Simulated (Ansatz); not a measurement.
Input

```
crystal:
  periodic: [false, false, false]
  atoms:
    - {symbol: Sn, position_ang: [-0.840408, 0.272661, -1.018783]}
    - {symbol: Cl, position_ang: [2.849847, -1.062740, 0.014283]}
    - {symbol: H, position_ang: [-0.622728, -1.029315, -2.086033]}
    - {symbol: H, position_ang: [-2.460038, 0.571315, -0.599061]}
    - {symbol: H, position_ang: [0.036426, 1.671688, -1.402909]}
    - {symbol: H, position_ang: [1.624521, -0.808983, 0.436618]}
    - {symbol: O, position_ang: [-0.008185, -0.454911, 0.678754]}
    - {symbol: O, position_ang: [-0.092113, 0.640484, 1.607415]}
    - {symbol: H, position_ang: [-0.487423, 0.200000, 2.369716]}
basis:
  gaussian: {orbitals: def2-TZVPP}
hamiltonian: {xc: pbe0, dispersion: d4}
output: {orbitals: {seedname: orbitals}}
```

Command:

```sh
ansatz run in.yaml --threads 4 --pin off --events-out ev --progress --plain --max-ram 9574MiB
```

The product side of a reaction path; geometry: PBE0-D4/def2-TZVP; core potentials replace the inner electrons of Sn.

All numbers below come from RKS PBE0-D4/def2-TZVPP (Ansatz 0.2.0).

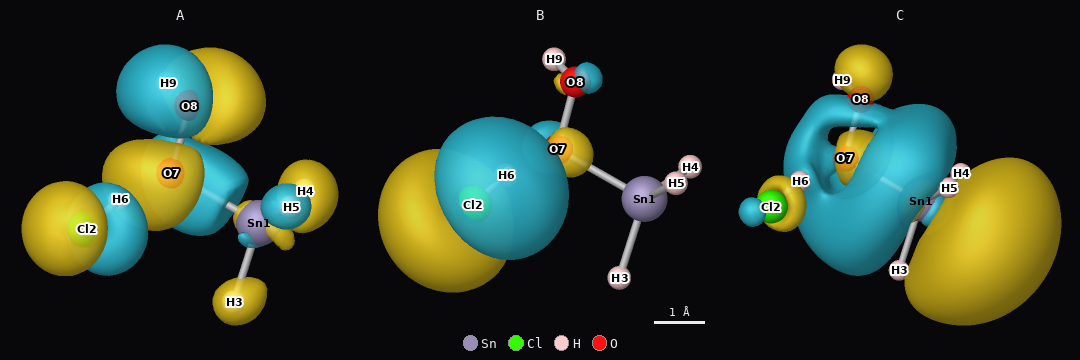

H4O2Sn···HCl. Three frontier orbitals at ±0.06 Å⁻³ᐟ² (yellow and cyan are the two phases), in no order.

Which picture is the HOMO−1, the HOMO and the LUMO?

B is the HOMO−1 (−8.40 eV). Its weight (Hirshfeld) is mainly on Cl2 (about 95 %); largely a lone pair of Cl2. A is the HOMO (−7.97 eV). By Hirshfeld shares it lies mainly on O7 (about 40 %), O8 (about 40 %) and Cl2 (about 10 %); π-antibonding (π*) across O7–O8. C is the LUMO (−1.09 eV). By Hirshfeld shares it lies mainly on Sn1 (about 65 %) and O7 (about 15 %).

What is the HOMO–LUMO gap?

6.88 eV between the orbital energies.
